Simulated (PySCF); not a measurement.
# C$_{4}$H$_{6}$FNSi: what the fields show

```xyz
13

C     2.1304   -1.3807    0.4513
C     1.7131   -0.2536    0.4379
C     1.2464    1.0758    0.4388
C     0.0563    1.4407   -0.0468
Si   -1.1965    0.2608   -0.8117
N    -1.5779   -1.1605    0.0719
F    -2.5860    1.0842   -0.8348
H     2.4981   -2.3635    0.4596
H     1.9334    1.7962    0.8715
H    -0.1992    2.4919    0.0026
H    -0.8965   -0.0938   -2.1898
H    -2.2902   -1.1172    0.7830
H    -0.8358   -1.7797    0.3487
```

Geometry: GFN2-xTB.

Computed with wB97X-D/def2-SVPD, SCF density, gas phase (PySCF 2.14.0).

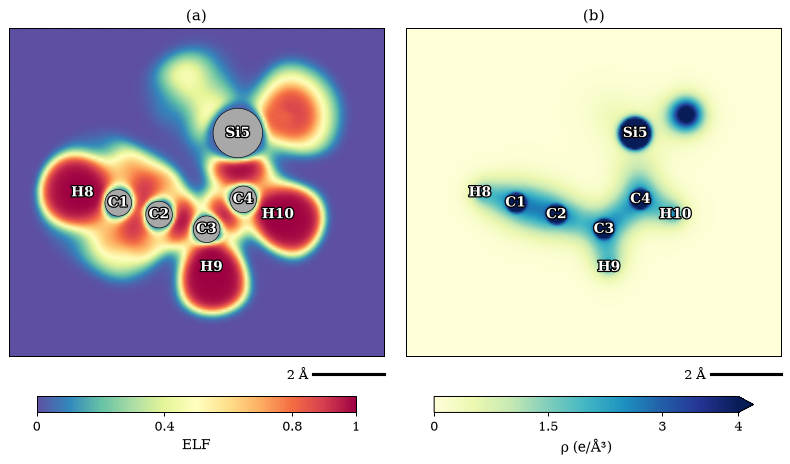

Figure 1. (a) electron localisation function; (b) electron density on the plane of atoms C3, C4 and H10. Grey discs cover the atomic cores in the ELF map.

Read the bonding off the picture.

Answer. Atoms in the plane: C, Si and H. C–C (1.20 Å): ρ is about 2.7 e/Å³ halfway; the ELF peaks at about 0.85 between the atoms; a short, multiple covalent bond. C–Si (1.88 Å): ρ at the midpoint is about 0.97 e/Å³; the ELF peaks at about 1 between the atoms; a shared electron pair. C–C (1.34 Å): the density is about 2.3 e/Å³ at the midpoint; the ELF peaks at about 0.95 between the atoms: a multiple bond. C–H (1.05 Å): the density is about 2.1 e/Å³ at the midpoint; the ELF climbs to about 1 towards the hydrogen, as it does in any bond to H (an ordinary covalent bond to hydrogen). The ELF also peaks beside F7, away from the bonds: lone-pair regions.

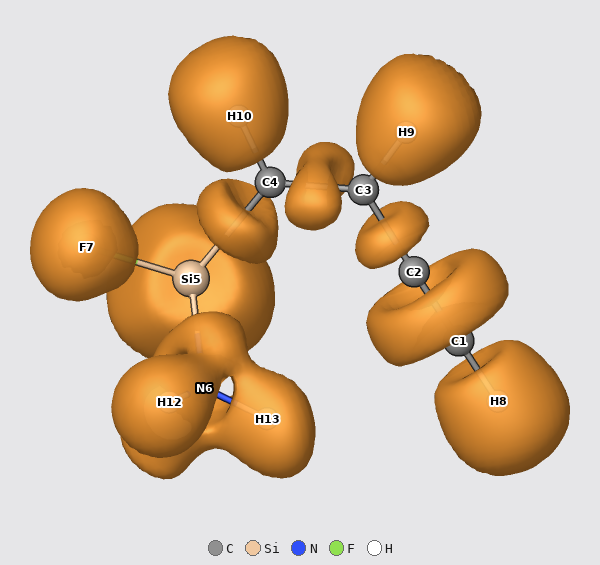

Figure 2. Isosurface of the ELF at 0.75 (orange), seen across its widest extent. Core shells and regions of very low density are left out.

Where are the electrons localised?

Answer. The surface consists of three regions between bonded C–C atoms (shared pairs), one region between bonded C–Si atoms (shared pairs), four regions around hydrogen nuclei, one region wrapped around F (its lone pairs, merged into a ring or cap) and one joined region spread over several atoms (H, N), in which their bonds and any lone pairs are merged. Along the contacts the grid gives the following. Si–F (1.62 Å): the ELF peaks at about 0.85 in the valence shell of F, 0.6 Å from its nucleus, and is about 0.45 at the midpoint.

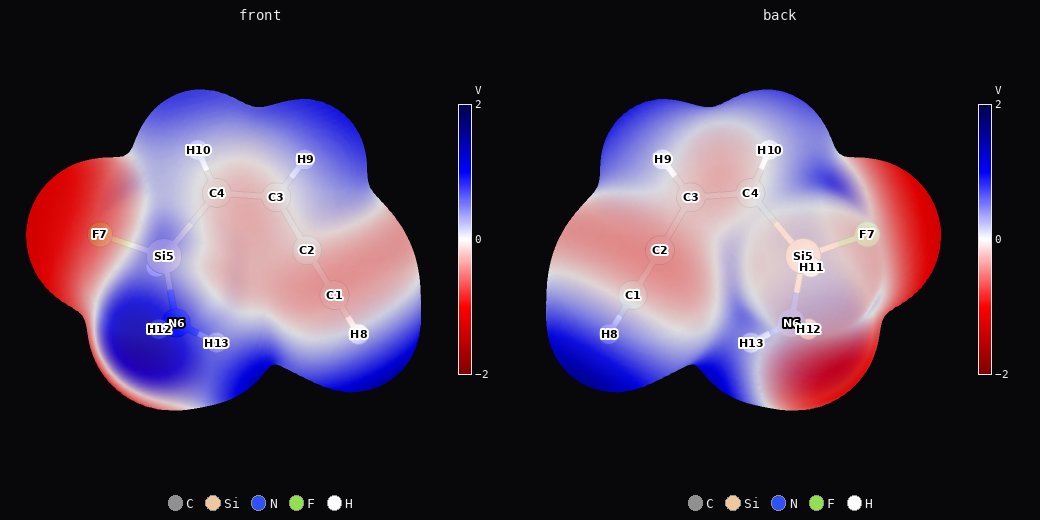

Figure 3. The electrostatic potential painted on the density surface at 0.001 e/bohr³, seen from the front and from behind; the colour scale runs from red (negative) to blue (positive).

Which sites attract a positive test charge, and which a negative one?

Answer. A positive charge is drawn to the negative regions and a negative charge to the positive ones. The most negative region (about −1.1 V) lies over N6 and F7, the most positive (about +1.5 V) over H8.

How polar is the molecule by this calculation?

Answer. Its dipole moment is 2.51 D.
